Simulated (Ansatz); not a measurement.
C$_{2}$H$_{4}$AlBr

Input file:

```
crystal:
  periodic: [false, false, false]
  atoms:
    - {symbol: Br, position_ang: [-0.780444, -0.669524, 3.292088]}
    - {symbol: Al, position_ang: [-0.268052, -0.241293, 1.158687]}
    - {symbol: C, position_ang: [0.485569, 0.769913, -0.247662]}
    - {symbol: C, position_ang: [-0.239253, -0.597523, -0.696180]}
    - {symbol: H, position_ang: [1.556016, 0.792225, -0.445067]}
    - {symbol: H, position_ang: [0.018314, 1.671815, -0.639460]}
    - {symbol: H, position_ang: [-1.109344, -0.452047, -1.334224]}
    - {symbol: H, position_ang: [0.429393, -1.330765, -1.143981]}
basis:
  gaussian: {orbitals: def2-TZVPP}
hamiltonian: {xc: pbe0, dispersion: d4}
output: {orbitals: {seedname: orbitals}}
```

Command:

```sh
ansatz run in.yaml --threads 2 --pin off --events-out ev --progress --plain --max-ram 4352MiB
```

Geometry: PBE0-D4/def2-TZVP.

All numbers below come from RKS PBE0-D4/def2-TZVPP (Ansatz).

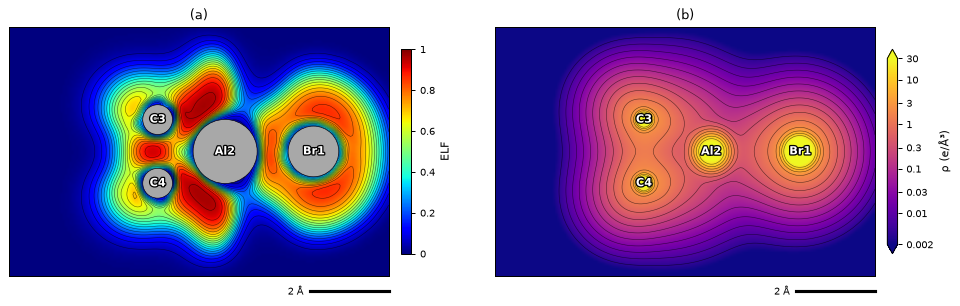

Figure 1. (a) ELF; (b) total electron density on the plane of atoms Br1, Al2 and C3. Grey discs cover the atomic cores in the ELF map.

Q: Read the bonding off the picture.

A:
- The plane passes through Br, Al and C nuclei.
- C–C (1.61 Å): ρ is about 1.4 e/Å³ halfway; the ELF peaks at about 0.90 between the atoms, as expected for a covalent bond.
- C–Al (1.89 Å): the density is about 0.72 e/Å³ at the midpoint; the ELF peaks at about 0.90 in the valence shell of C, 0.7 Å from its nucleus, and is about 0.60 at the midpoint.
- Al–Br (2.24 Å): ρ at the midpoint is about 0.68 e/Å³; the ELF peaks at about 0.85 in the valence shell of Br, 1.1 Å from its nucleus, and is about 0.85 at the midpoint.
- The ELF also peaks beside Br1, away from the bonds: lone-pair regions.

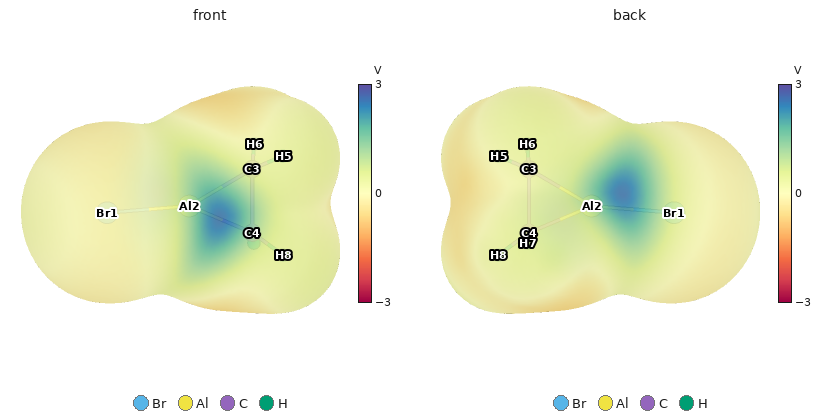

Figure 2. The electrostatic potential painted on the density surface at 0.001 e/bohr³, seen from the front and from behind; red is negative and blue positive.

Q: Describe the electrostatic potential map.

A: The most negative region (about −0.6 V) lies over C3 and C4, the most positive (about +2.4 V) over Al2.

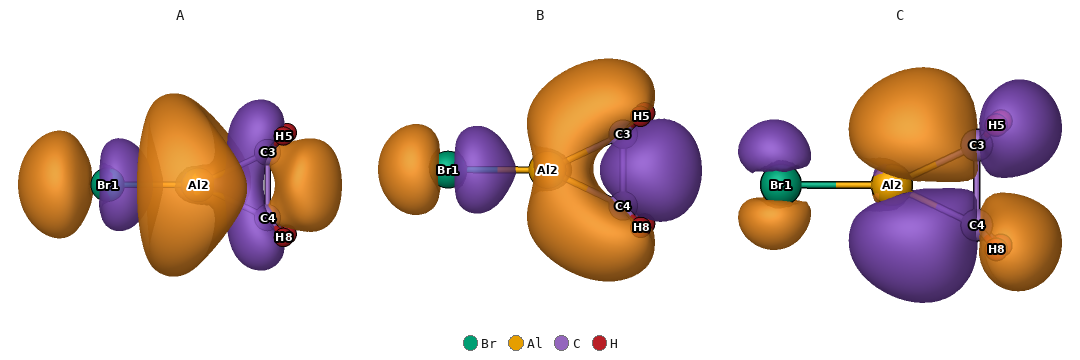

Figure 3. Three frontier orbitals at ±0.06 Å⁻³ᐟ² (orange and purple are the two phases), in no order.

Q: Order the three orbitals by energy and name them.

A: B is the HOMO−1 (−8.15 eV). It lies mainly on C4 (about 30 %), C3 (about 30 %), Al2 (about 15 %) and Br1 (about 10 %). C is the HOMO (−6.18 eV). By Hirshfeld shares it lies mainly on C4 (about 30 %), C3 (about 30 %) and Al2 (about 25 %). A is the LUMO (−1.10 eV). Its weight (Hirshfeld) is mainly on Al2 (about 50 %), Br1 (about 25 %), C3 (about 10 %) and C4 (about 10 %).

Q: What is the HOMO–LUMO gap?

A: 5.08 eV between the orbital energies.
